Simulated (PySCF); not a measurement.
CHF3W (W(CH)F3)

Input file:

```
{"job": {"kind": "sp", "xc": "r2SCAN", "basis": "ma-def2-SVP", "d3": "d3bj", "grid": 3}, "charge": 0, "multiplicity": 1}
W     -0.027766     0.015764    -0.552428
C      0.070495    -0.033577     1.197902
H      0.123861    -0.060640     2.295991
F      1.771564     0.057019    -1.096271
F     -0.990898     1.593048    -0.895374
F     -0.940793    -1.567545    -0.992780
```

Command:

```sh
OMP_NUM_THREADS=1 python redox_run.py task.json out
```

Geometry: BP86-D3(BJ)/def2-SVP; core potentials replace the inner electrons of W.

All numbers below come from DFT single point, gas phase, functional r2SCAN in PySCF 2.14.0, density-fitted response routines.

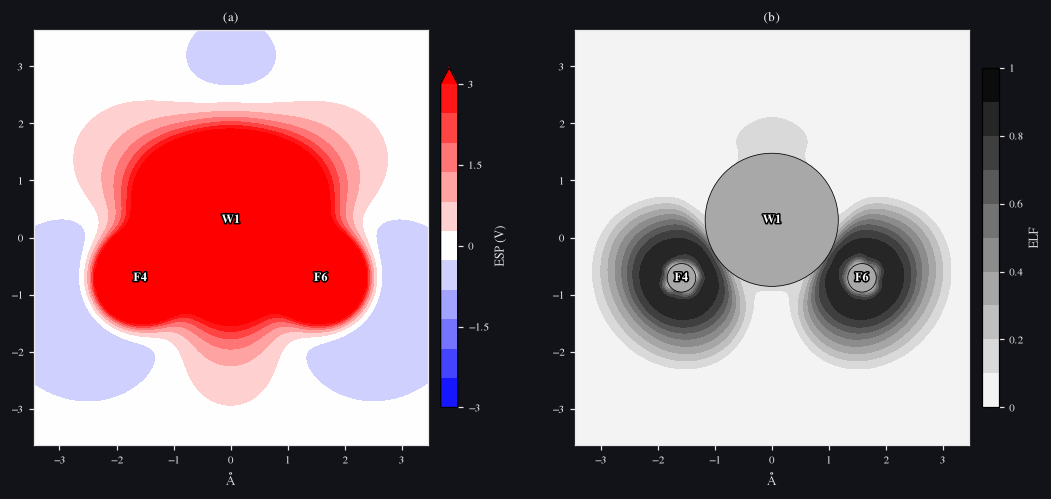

Figure 1. (a) molecular electrostatic potential; (b) electron localisation function on the plane of atoms F4, W1 and F6. Grey discs cover the atomic cores in the ELF map.

What do the fields say about this system?

Answer.
- The section cuts through W and F sites.
- W–F (1.88 Å): the ELF peaks at about 0.85 in the valence shell of F, 0.5 Å from its nucleus, and drops to about 0.20 between the two atoms.
- Outside the dense part of the molecule the potential is most negative (−0.8 V) near F4 and F6.

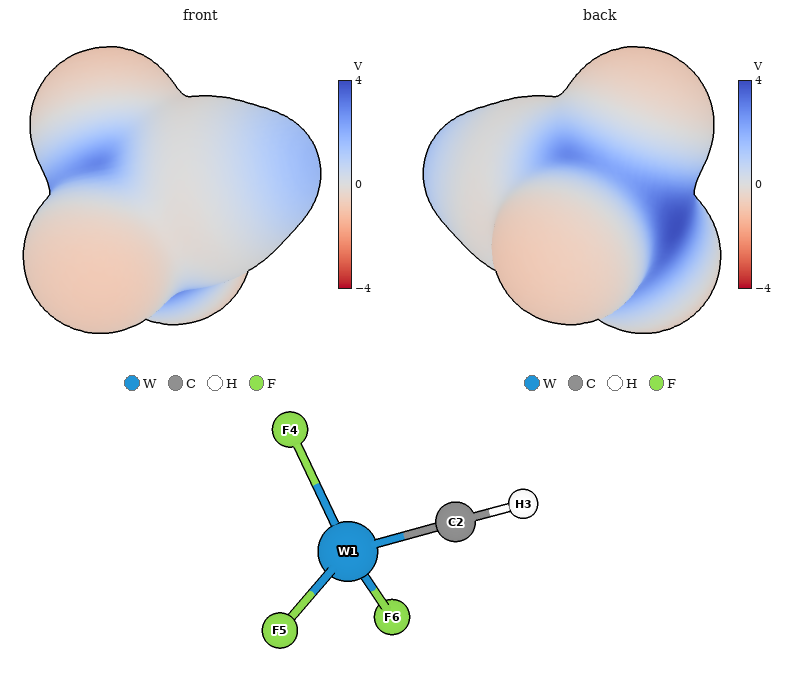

Figure 2. The electrostatic potential painted on the density surface at 0.002 e/bohr³, seen from the front and from behind; red is negative and blue positive. The bare structure is drawn below in the same view.

Describe the electrostatic potential map.

Answer. The most negative region (about −0.8 V) lies over F4, F5 and F6, the most positive (about +3.8 V) over W1.

What dipole moment does the calculation give?

Answer. Its dipole moment is 0.19 D.
